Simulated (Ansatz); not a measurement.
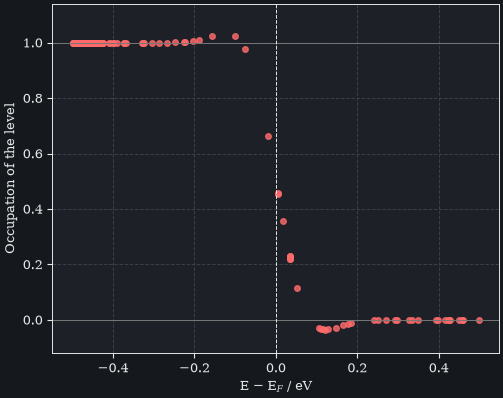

Occupations of the one-electron levels of the k mesh against their energy, from a run on Eu, space group Im-3m, 1 atom in the cell, with Ansatz.

Q: Name the smearing function and its width.

A: Methfessel-Paxton smearing with a width of 0.1 eV. The occupations overshoot on both sides, up to 1.025 below the Fermi level and down to −0.035 above it; for the first-order scheme these extremes (±0.035) lie 1.22 widths, here 0.12 eV, from the Fermi level.
